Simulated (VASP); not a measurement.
Given:

```xyz
3
Lattice="3.6660 0.0000 0.0000 -1.8330 3.1748 0.0000 0.0000 0.0000 6.3114" Properties=species:S:1:pos:R:3 pbc="T T T"
Ti    -1.8330     3.1748     0.0000
Te     1.8330     1.0583     4.6025
Te     0.0000     2.1165     1.7088
```

Computed with LDA (Ceperley-Alder, Perdew-Zunger), VASP's LDA PAW potentials (set 64) (plane waves; VASP). Settings: 400 eV cut-off, 11×11×6 Γ-centred mesh, tetrahedra with Blöchl corrections, potentials Ti_sv Te.

Unless said otherwise, spin-orbit coupling is left out, though it shifts the bands of the heavy elements here.

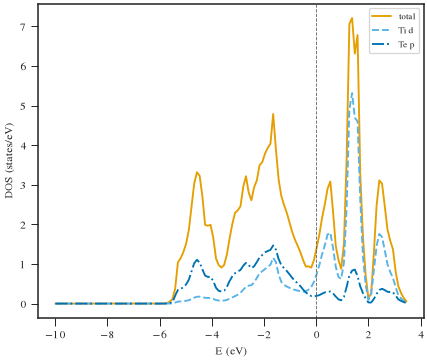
Figure: Total and projected density of states, zero at the Fermi level

Within 2 eV below the Fermi level the largest weight inside VASP's projection spheres is Te p, then Ti d.

It has no gap at this level: it comes out as a metal or semimetal.

The structure comes from a computed database's TiTe2 entry (P-3m1); how it stands against other phases isn't given here. It was relaxed first, which changed the volume by -14 %.
